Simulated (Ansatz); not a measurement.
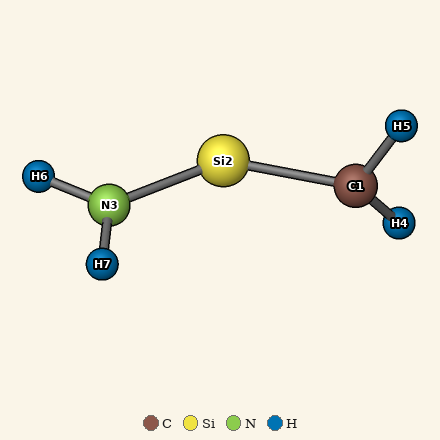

The system is CH4NSi, SMILES C=[Si+]N, charge +1; the picture shows the reference structure. First axis: bond length C1–Si2. Second axis: angle H5–C1–Si2. Nothing is relaxed (all other coordinates rigid). The grid has 11 × 11 points. Points are written as (first, second). Energies are in kJ/mol, from the lowest grid point. Level of theory: Ansatz, RKS r2SCAN-D4/def2-TZVP.

Its coordinates:

```xyz
7

C    -1.1460    0.2790   -1.0215
Si   -0.2774    0.0839    0.4547
N     1.2436   -0.3062    0.9337
H    -1.9022   -0.4729   -1.2579
H    -1.4381    1.2942   -1.2991
H     1.5253   -0.3596    1.9057
H     1.9949   -0.5183    0.2843
```

Range: bond length C1–Si2 from 1.483 to 2.413 Å; angle H5–C1–Si2 from 92.2 to 142.2°.

### What landscape does the calculation give?

The lowest grid point is at (1.762 Å, 117.2°). It is the only kind of minimum in the scanned range. The highest grid point, (2.413 Å, 142.2°), lies 246 kJ/mol above the lowest. Round the minimum the two coordinates are weakly coupled (coupling 0.14 in units of the two stiffnesses).

```csv
"angle H5–C1–Si2 ↓, bond length C1–Si2 →",1.483,1.576,1.669,1.762,1.855,1.948,2.041,2.134,2.227,2.320,2.413
142.2,132,59,34,38,60,92,128,163,196,224,246
137.2,124,49,22,25,46,76,112,147,180,208,232
132.2,119,42,13,14,34,64,98,133,166,196,220
127.2,116,37,7,7,25,54,88,123,156,185,211
122.2,115,35,3,2,19,47,80,115,148,178,204
117.2,118,36,3,0,16,43,76,110,143,173,200
112.2,122,39,5,1,16,43,74,108,141,171,198
107.2,130,46,10,5,19,45,76,109,141,171,198
102.2,140,55,18,12,25,50,80,112,144,174,201
97.2,153,67,29,22,35,58,88,119,150,180,207
92.2,170,82,44,36,47,70,98,129,159,188,215
```

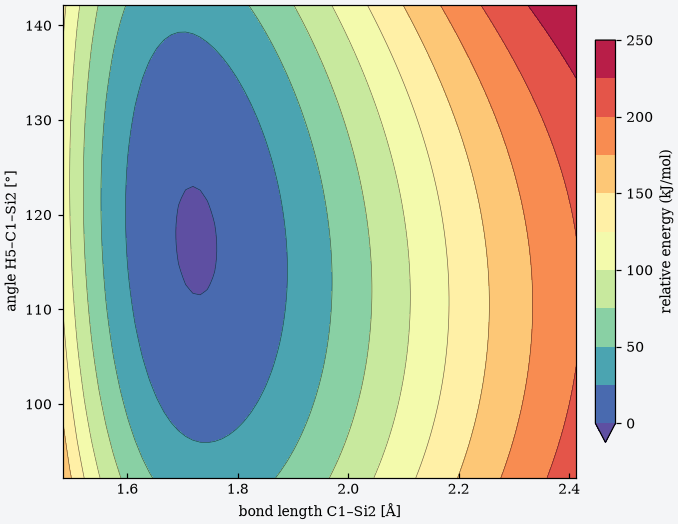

The picture shows filled contours. Between grid points the surface is interpolated.

Time for the 121 points that were run: 17 min on 1 thread of Arm Neoverse N1, with other jobs on the host.
